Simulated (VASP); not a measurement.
Band structure of ZrPbO3 (relaxed from the 2H-BaNiO3 structure, space group P6_3/mmc). These are r2SCAN meta-GGA, VASP's PBE PAW potentials (set 64) (plane waves; VASP 6.6.1) values and carry that method's errors.

Unless said otherwise, spin-orbit coupling is left out, though it shifts the bands of the heavy elements here.

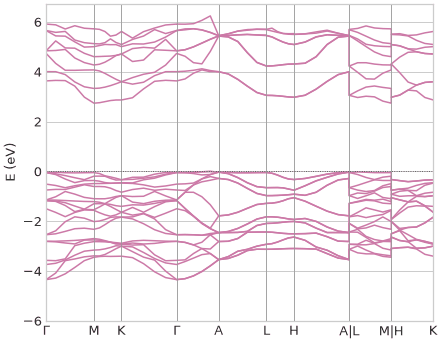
Bands along high-symmetry lines, zero at the valence-band maximum or, without a gap, the Fermi level

Task: Read the plot: is there a gap, and where are the band edges?

Result: The gap is indirect, 2.74 eV, from the valence maximum at (0.00, 0.00, 0.40) to the conduction minimum at M.

The structure was generated: ZrPbO3 was put into the 2H-BaNiO3 type (P6_3/mmc), which need not be its known phase. It was relaxed first, which changed the volume by -9 %.
